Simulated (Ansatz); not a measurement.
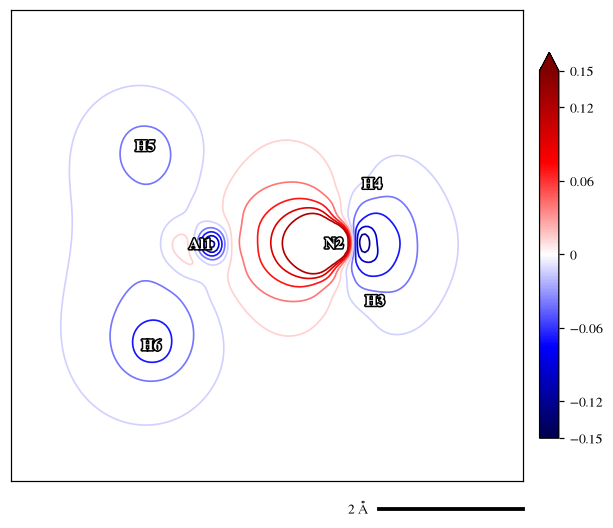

AlH4N···HBr. The HOMO on the plane of atoms N2, Al1 and H5 (values in Å⁻³ᐟ²; the overall sign is arbitrary).

Not at a stationary point (largest force 1.6 eV/Å).

Level of theory: RHF/def2-SVP (Ansatz).

```yaml
atoms:
  - { symbol: Al, position_ang: [0.0291, -0.1898, 0.1588] }
  - { symbol: N, position_ang: [0.0063, -0.1774, 2.0282] }
  - { symbol: H, position_ang: [-0.7874, -0.4267, 2.5887] }
  - { symbol: H, position_ang: [0.8406, -0.2452, 2.5780] }
  - { symbol: H, position_ang: [1.4089, -0.0598, -0.5864] }
  - { symbol: H, position_ang: [-1.3548, -0.4177, -0.5478] }
  - { symbol: Br, position_ang: [-0.3685, 3.2798, 1.0877] }
  - { symbol: H, position_ang: [-0.2820, 2.0557, 1.9354] }
```

Question: Describe this orbital and give its energy.

Answer: By Hirshfeld shares it lies mainly on N2 (about 65 %) and Br7 (about 15 %). Its energy is −10.91 eV.
